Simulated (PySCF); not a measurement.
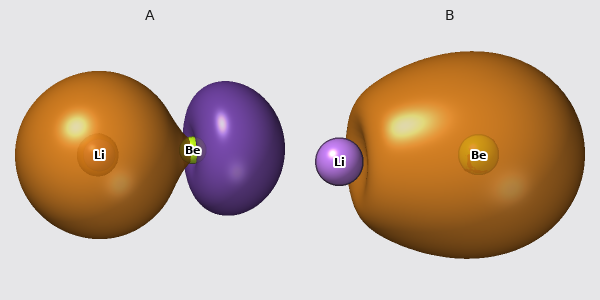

Figure. LiBe (doublet). Two frontier α-spin orbitals, each drawn at the value that holds 80 % of its norm (orange and purple are the two phases), in no order; of a degenerate pair one member is drawn.

Method: PBE0/cc-pVDZ(-PP), non-relativistic Hamiltonian with scalar-relativistic core potentials where named, at a bond length of 2.603 Å in PySCF 2.14.0.

### Name the orbitals and rank them from lowest to highest energy.

Orbital B: σ, occupied in this spin, −6.64 eV; mainly on Be (85 %).
Orbital A: σ, occupied in this spin, −3.69 eV; shared between the atoms (Li 50 %, Be 50 %).
